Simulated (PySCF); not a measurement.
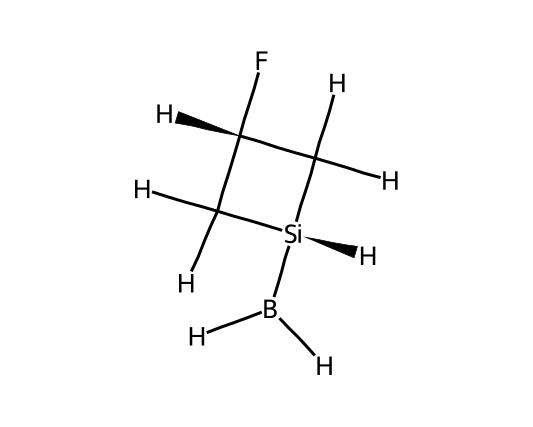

The computed structure is the end point of a PBE0-D3(BJ)/def2-SVP optimisation. No frequency run is at hand to confirm it as a minimum. Program: PySCF 2.14.0.

At this fixed geometry, give dipole (D), lowest singlet excitation (eV) at these levels: B3LYP/def2-SVPD; BHandHLYP/def2-SVPD; CAM-B3LYP/def2-SVPD; LC-wPBE/def2-SVPD; LDA/def2-SVPD; PBE/def2-SVPD; PBE0/6-31G*; PBE0/def2-SVP; PBE0/def2-SVPD; ωB97X-D/def2-SVPD.

| level | dipole (D) | lowest singlet excitation (eV) |
| --- | --- | --- |
| B3LYP/def2-SVPD | 1.87 | 3.77 |
| BHandHLYP/def2-SVPD | 2.17 | 4.12 |
| CAM-B3LYP/def2-SVPD | 2.07 | 3.94 |
| LC-wPBE/def2-SVPD | 2.09 | 4.09 |
| LDA/def2-SVPD | 1.52 | 3.17 |
| PBE/def2-SVPD | 1.49 | 3.30 |
| PBE0/6-31G* | 1.39 | 3.88 |
| PBE0/def2-SVP | 1.62 | 3.82 |
| PBE0/def2-SVPD | 1.82 | 3.82 |
| ωB97X-D/def2-SVPD | 1.98 | 4.06 |
